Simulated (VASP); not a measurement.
Band structure of SnC (relaxed from the NiAs type structure, space group P6_3/mmc). Method: PBEsol GGA, VASP's PBE PAW potentials (set 64) (plane waves; VASP).

Unless said otherwise, spin-orbit coupling is left out, though it shifts the bands of the heavy elements here.

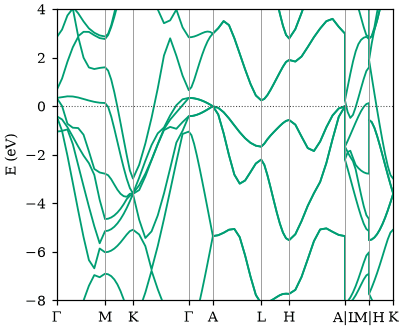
Bands along high-symmetry lines, zero at the valence-band maximum or, without a gap, the Fermi level

Read the plot: is there a gap, and where are the band edges?

It has no gap at this level: it comes out as a metal or semimetal. (Edges off the drawn lines would not show.)

The structure was generated: SnC was put into the NiAs type type (P6_3/mmc), which need not be its known phase. It was relaxed first, which changed the volume by +14 %.
